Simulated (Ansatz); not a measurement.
**Strength of the C–H bond: C2H3ClGe → GeH2(CC)Cl + H**

Species: C2H3ClGe `C#[C][GeH2][Cl]`, singlet; GeH2(CC)Cl, doublet; H atom, doublet. 

Shapes, held fixed at every level: PBE0-D4/def2-TZVP. Programs: Ansatz 0.2.0. The zero-point and thermal change to 298 K, harmonic and unscaled (PBE0-D4/def2-TZVP), is -24.2 kJ/mol.

```json
{"level": "HF/def2-SVP", "kind": "Hartree–Fock", "ΔH(298 K) (kJ/mol)": "+418.7", "CPU time (sum over the molecules)": "–"}
{"level": "HF/def2-TZVPP", "kind": "Hartree–Fock", "ΔH(298 K) (kJ/mol)": "+423.1", "CPU time (sum over the molecules)": "–"}
{"level": "r2SCAN-D4/def2-TZVPP", "kind": "meta-GGA", "ΔH(298 K) (kJ/mol)": "+537.6", "CPU time (sum over the molecules)": "44 s"}
{"level": "B3LYP-D4/def2-TZVPP", "kind": "global hybrid", "ΔH(298 K) (kJ/mol)": "+557.1", "CPU time (sum over the molecules)": "44 s"}
{"level": "BHLYP-D4/def2-TZVPP", "kind": "global hybrid", "ΔH(298 K) (kJ/mol)": "+554.1", "CPU time (sum over the molecules)": "51 s"}
{"level": "PBE0-D4/def2-TZVPP", "kind": "global hybrid", "ΔH(298 K) (kJ/mol)": "+545.9", "CPU time (sum over the molecules)": "35 s"}
{"level": "B2PLYP/def2-TZVPP", "kind": "double hybrid", "ΔH(298 K) (kJ/mol)": "+556.7", "CPU time (sum over the molecules)": "79 s"}
```

B2PLYP/def2-TZVPP gives ΔH(298 K) = +556.7 kJ/mol; the levels span +418.7 to +557.1. The median of the levels is +545.9. Hartree–Fock misses the correlation of the pair that is broken and comes out low. No measured value is set beside it here. Spin contamination: GeH2(CC)Cl (⟨S²⟩ up to 1.16). Open shells run unrestricted unless RO is named. Relativity is left out for Ge unless named. Correlated rows may include outer-core shells of Ge, which these sets cover unevenly. Times are processor times on shared x86 and Arm servers, and rough.

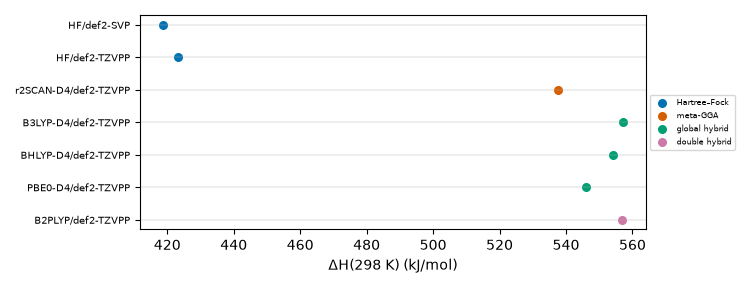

The values of the table, level by level.
